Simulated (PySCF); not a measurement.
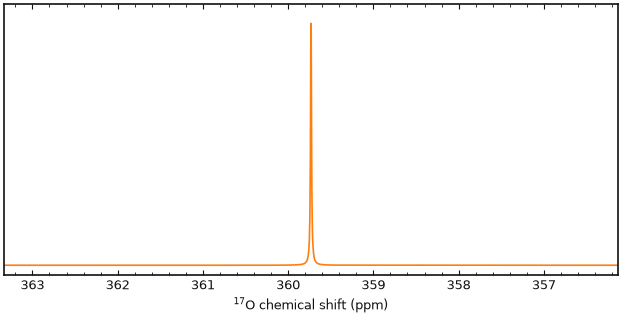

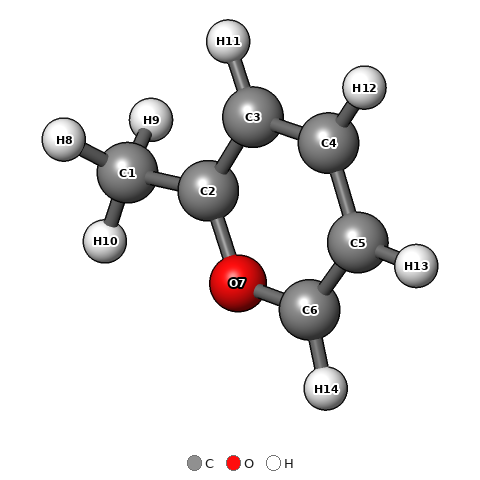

Spectrum and numbered structure of C₆H₇O⁺, SMILES Cc1cccc[o+]1. GIAO shifts, PBE0/pcSseg-1 with PySCF, at a GFN2-xTB geometry (no frequency check), against H₂O for ¹⁷O computed at the same level (¹⁷O: a single water molecule, while the usual scale starts at liquid water and gives values some tens of ppm lower). Gas phase, fully decoupled, line heights follow the number of nuclei, widths are arbitrary (no quadrupolar broadening); values of one conformer, averaged over methyl-type rotors and exact or near symmetry.

Where does the ¹⁷O line lie?

At 359.7 ppm (O7).

Note: the tight-binding geometry is rougher than a DFT one and adds to the error.
